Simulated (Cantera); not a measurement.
A closed system holds: 1 mol SiHCl3, 0.85 mol N2, 24 mol H2, held at 1.33 mbar.

Method: chemical equilibrium by Gibbs-energy minimisation in Cantera with the NASA 1993 tables (ideal gas, pure condensed phases). Candidate condensed phases: NH4Cl, Si, Si3N4; 28 gas species. N2 is the only nitrogen source here; it is nearly inert below about 1500 K, so the nitride shown seldom forms there in practice. The tables' values for SiCl, SiCl3, SiN are old estimates; treat these amounts as uncertain. Gases not in the tables: Si2H6 and higher silanes. Equilibrium is a limit: real reactors are often held back by kinetics, nucleation or transport.

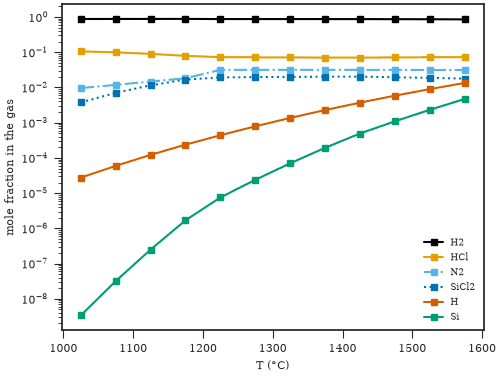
Figure: Equilibrium gas composition (values under 1e-9 drawn at 1e-9)

From 1025 °C to 1175 °C the condensed part is Si3N4(s). From 1225 °C to 1375 °C the condensed part is Si(s). From 1425 °C to 1575 °C the condensed part is Si(l). The main Si-bearing gas is SiCl2 throughout. The share of Si in condensed phases is highest at 1025 °C (89.5 %) and lowest at 1575 °C (35.2 %).
